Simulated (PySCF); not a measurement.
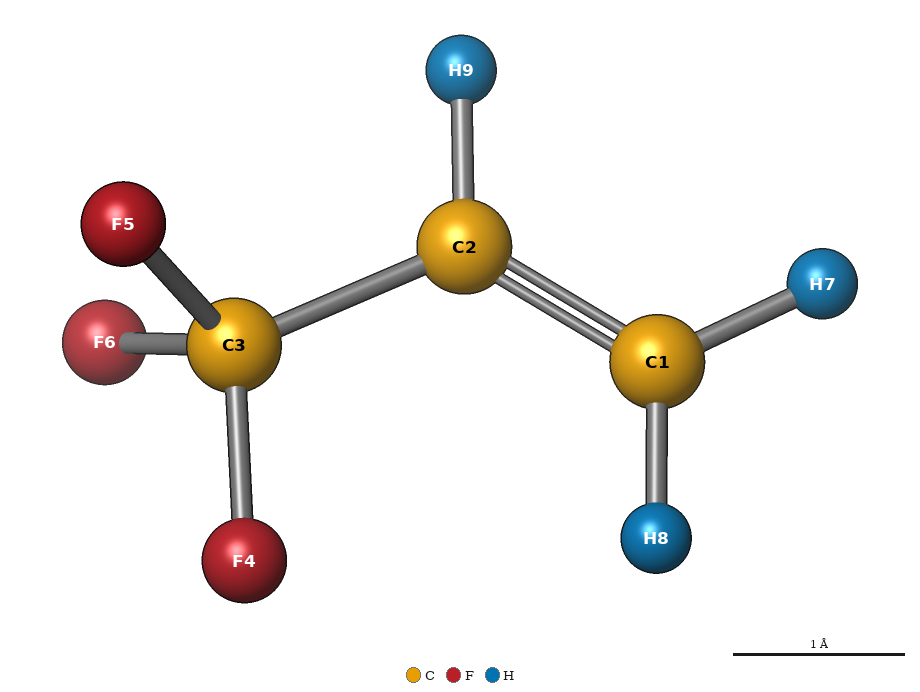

Atoms carry their numbers in the input. The computed structure is the end point of a PBE0-D3(BJ)/def2-SVP optimisation. No frequency run is at hand to confirm it as a minimum.

Give the bond lengths.

| bond | length (Å) | order |
| --- | --- | --- |
| C1–C2 | 1.329 | double |
| C1–H7 | 1.092 | single |
| C1–H8 | 1.093 | single |
| C2–C3 | 1.495 | single |
| C2–H9 | 1.094 | single |
| C3–F4 | 1.333 | single |
| C3–F5 | 1.338 | single |
| C3–F6 | 1.338 | single |
